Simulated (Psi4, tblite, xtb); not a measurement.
Intermolecular potential of COS ··· Na+ (SMILES O=C=S and [Na+]) (charge +1). Monomers: optimised at B3LYP-D3(BJ) (def2-TZVP), held rigid. Orientation: lowest of the rigid-body minima from ten starts at GFN2-xTB (searched outside a hard wall at short contacts). R is the distance of the centres of mass, along which the second monomer moves. The shortest distances reach bonding range, where SAPT0 and rigid monomers are unreliable.

Geometry at R = 3.80 Å (first 3 atoms: monomer A):
```
4

O     -1.2663    -0.2515     0.0000
C     -0.1330    -0.0264     0.0000
S      1.3993     0.2779     0.0000
Na    -3.3293    -0.7399     0.0002
```

Levels of theory: SAPT0/jun-cc-pVDZ, all electrons correlated (Psi4); GFN2-xTB (tblite); GFN1-xTB (xtb); SCS-MP2/aug-cc-pVTZ = Psi4 1.11 with DF-SCS-MP2/aug-cc-pVTZ, all electrons correlated, counterpoise-corrected; HF/aug-cc-pVTZ, counterpoise-corrected (Psi4).

Interaction energies in kcal/mol (negative: bound); R is the distance of the centres of mass, d the O1···Na4 distance.

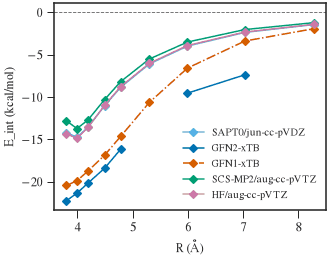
*Interaction energy against separation.*

```json
[
 {"R / Å": "3.80", "d / Å": "2.12", "SAPT0/jun-cc-pVDZ": "-14.22", "GFN2-xTB": "-22.25", "GFN1-xTB": "-20.46", "SCS-MP2/aug-cc-pVTZ": "-12.84", "HF/aug-cc-pVTZ": "-14.37"},
 {"R / Å": "3.99", "d / Å": "2.31", "SAPT0/jun-cc-pVDZ": "-14.77", "GFN2-xTB": "-21.36", "GFN1-xTB": "-19.89", "SCS-MP2/aug-cc-pVTZ": "-13.74", "HF/aug-cc-pVTZ": "-14.87"},
 {"R / Å": "4.19", "d / Å": "2.51", "SAPT0/jun-cc-pVDZ": "-13.56", "GFN2-xTB": "-20.17", "GFN1-xTB": "-18.75", "SCS-MP2/aug-cc-pVTZ": "-12.72", "HF/aug-cc-pVTZ": "-13.60"},
 {"R / Å": "4.49", "d / Å": "2.81", "SAPT0/jun-cc-pVDZ": "-11.04", "GFN2-xTB": "-18.42", "GFN1-xTB": "-16.88", "SCS-MP2/aug-cc-pVTZ": "-10.31", "HF/aug-cc-pVTZ": "-10.99"},
 {"R / Å": "4.78", "d / Å": "3.10", "SAPT0/jun-cc-pVDZ": "-8.87", "GFN2-xTB": "-16.18", "GFN1-xTB": "-14.67", "SCS-MP2/aug-cc-pVTZ": "-8.20", "HF/aug-cc-pVTZ": "-8.79"},
 {"R / Å": "5.30", "d / Å": "3.62", "SAPT0/jun-cc-pVDZ": "-6.11", "GFN2-xTB": "—", "GFN1-xTB": "-10.64", "SCS-MP2/aug-cc-pVTZ": "-5.52", "HF/aug-cc-pVTZ": "-6.03"},
 {"R / Å": "5.99", "d / Å": "4.31", "SAPT0/jun-cc-pVDZ": "-4.00", "GFN2-xTB": "-9.55", "GFN1-xTB": "-6.60", "SCS-MP2/aug-cc-pVTZ": "-3.52", "HF/aug-cc-pVTZ": "-3.93"},
 {"R / Å": "7.03", "d / Å": "5.35", "SAPT0/jun-cc-pVDZ": "-2.38", "GFN2-xTB": "-7.39", "GFN1-xTB": "-3.40", "SCS-MP2/aug-cc-pVTZ": "-2.05", "HF/aug-cc-pVTZ": "-2.34"},
 {"R / Å": "8.28", "d / Å": "6.60", "SAPT0/jun-cc-pVDZ": "-1.45", "GFN2-xTB": "—", "GFN1-xTB": "-1.94", "SCS-MP2/aug-cc-pVTZ": "-1.23", "HF/aug-cc-pVTZ": "-1.43"}
]
```

Lowest grid point: SAPT0/jun-cc-pVDZ -14.77 kcal/mol at R = 3.99 Å; GFN2-xTB -22.25 kcal/mol at R = 3.80 Å; GFN1-xTB -20.46 kcal/mol at R = 3.80 Å; SCS-MP2/aug-cc-pVTZ -13.74 kcal/mol at R = 3.99 Å; HF/aug-cc-pVTZ -14.87 kcal/mol at R = 3.99 Å.

Dashes: no converged value, or the column stops at the first point that the program doubted or that broke a chosen test of continuity, which isn't proof of a fault.
